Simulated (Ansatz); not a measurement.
# ClH$_{2}$O$_{2}$Sn···H$_{2}$O (doublet): what the fields show

Input

```
crystal:
  periodic: [false, false, false]
  atoms:
    - { symbol: Sn, position_ang: [-0.097979, -0.026148, 0.483469] }
    - { symbol: H, position_ang: [1.068777, 0.567969, 1.652476] }
    - { symbol: O, position_ang: [1.394288, 0.127245, -0.960783] }
    - { symbol: H, position_ang: [1.698271, -0.787446, -1.161872] }
    - { symbol: O, position_ang: [-1.375906, 1.356271, -0.24166] }
    - { symbol: H, position_ang: [-1.116638, 1.533955, -1.171847] }
    - { symbol: O, position_ang: [-0.473179, -1.954983, 0.037031] }
    - { symbol: H, position_ang: [-1.079954, -2.316575, 0.718329] }
    - { symbol: Cl, position_ang: [-1.10998, -0.148789, 2.812058] }
magnetization:
  spin_polarized: true
  initial_magnetization: 1
basis:
  gaussian: { orbitals: def2-SVP }
hamiltonian:
  xc: blyp
relax:
  f_tol: 0.03
  max_steps: 50
output:
  orbitals: {}
```

Command:

```sh
ansatz run input.yaml --threads 4 --pin off --max-ram 5120MiB --backend cpu --events-out ev --progress --plain --runs-dir out
```

The fields are those of the run's last geometry, not of the input's.

Core potentials replace the inner electrons of Sn.

Theory: UKS BLYP/def2-SVP in Ansatz 0.2.0.

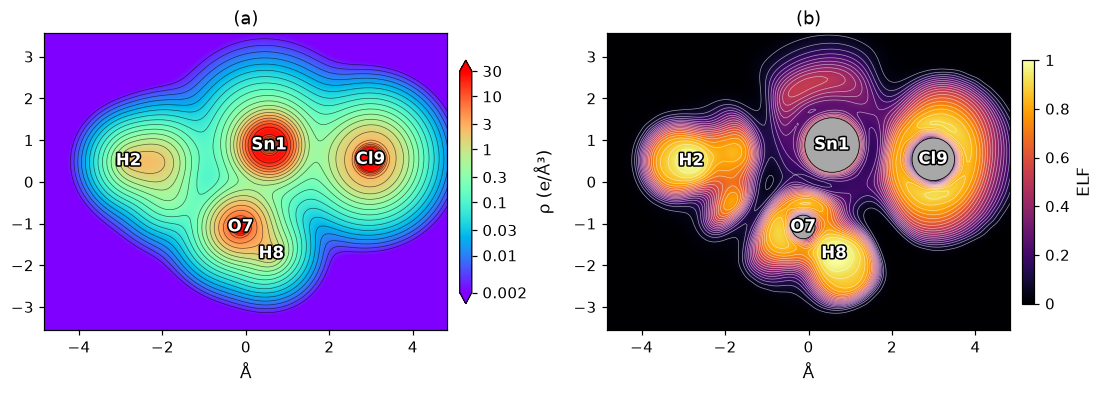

Figure 1. (a) electron density; (b) ELF on the plane of atoms O7, Sn1 and Cl9. Grey discs cover the atomic cores in the ELF map.

> Describe what can be read from this map.

Atoms in the plane: Sn, H, O and Cl. Sn–Cl (2.45 Å): ρ is about 0.44 e/Å³ halfway; the ELF peaks at about 0.80 in the valence shell of Cl, 0.8 Å from its nucleus, and drops to about 0.15 between the two atoms. O–H (0.98 Å): ρ at the midpoint is about 3.5 e/Å³; the ELF climbs to about 1 towards the hydrogen, as it does in any bond to H: an ordinary covalent bond to hydrogen. The ELF also peaks beside O7 and Cl9, away from the bonds: non-bonding electrons, paired or unpaired.

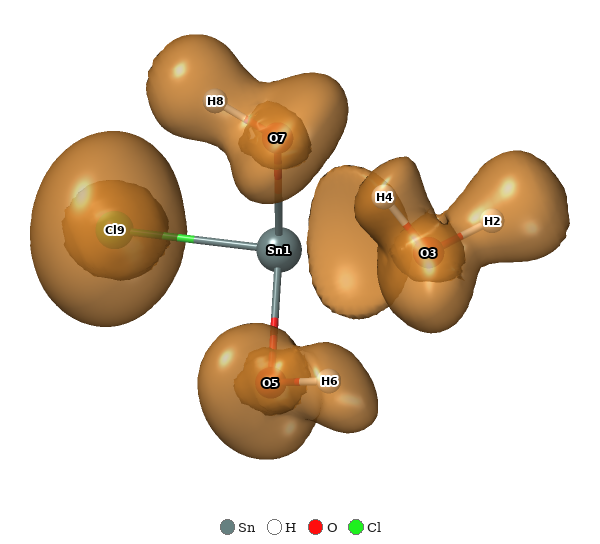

Figure 2. Isosurface of the electron localisation function at 0.75 (orange), seen at a tilt. Only the valence region is drawn (cores and ρ < 0.01 e/Å³ removed).

> Describe the localisation domains.

At this value the surface marks out one lobe on Sn, pointing away from the bonds (non-bonding electrons), one region wrapped around Cl (its valence shell) and three joined regions spread over several atoms (H, O), in which their bonds and any lone pairs are merged. Profiles from the grid: O7···H4 (1.82 Å): the ELF dips to about 0.10 between them (a closed-shell contact with the geometry of a hydrogen bond). Sn–O (2.05 Å): the ELF peaks at about 0.80 in the valence shell of O, 0.6 Å from its nucleus, and drops to about 0.15 between the two atoms.

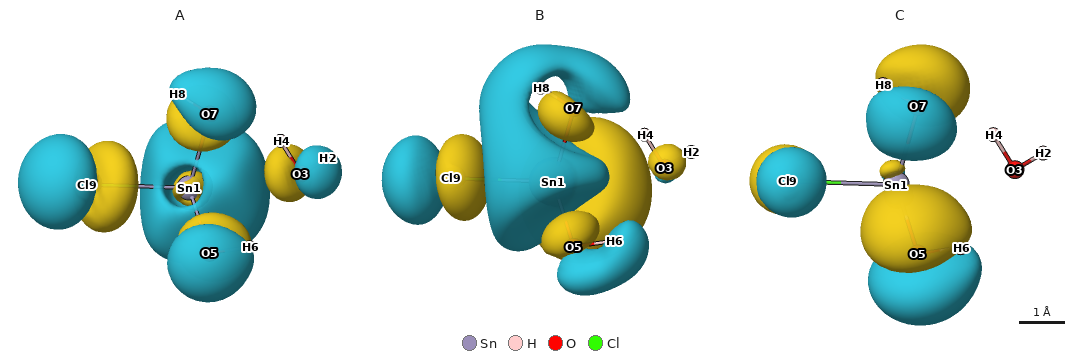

Figure 3. Three frontier orbitals at ±0.06 Å⁻³ᐟ² (yellow and cyan are the two phases), in no order.

> Order the three orbitals by energy and name them. All are α orbitals.

C is the HOMO−1 (α) (−6.70 eV). It lies mainly on O5 (about 60 %) and O7 (about 25 %). A is the HOMO (α) (−5.63 eV). By Hirshfeld shares it lies mainly on Sn1 (about 45 %), Cl9 (about 20 %), O5 (about 20 %) and O7 (about 10 %). B is the LUMO (α) (−0.73 eV). By Hirshfeld shares it lies mainly on Sn1 (about 55 %), Cl9 (about 15 %), O7 (about 10 %) and O5 (about 10 %).

> What is the gap between the highest occupied and lowest empty α orbitals?

4.90 eV between the orbital energies.
